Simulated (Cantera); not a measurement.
A closed system holds: 1 mol SiCl₄, 4.7 mol HCl, 38 mol H₂, held at 1.80 bar.

Equilibrium computed with Cantera from the NASA thermochemical tables; the gas is ideal and each condensed phase is pure. Candidate condensed phases: Si; 19 gas species. The tables' values for SiCl₃ are old estimates; treat these amounts as uncertain. The numbers say what is thermodynamically allowed, not how fast it happens.

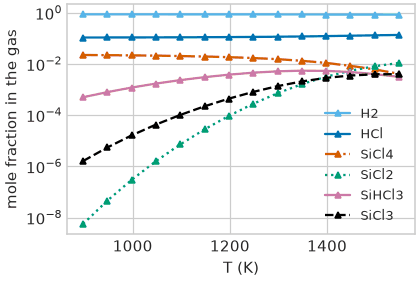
Figure. Equilibrium gas composition (values under 1e-9 drawn at 1e-9)

From 898 K to 1548 K nothing is condensed. The main Si-bearing gas is SiCl₄ at 898 K and SiCl₂ at 1548 K.
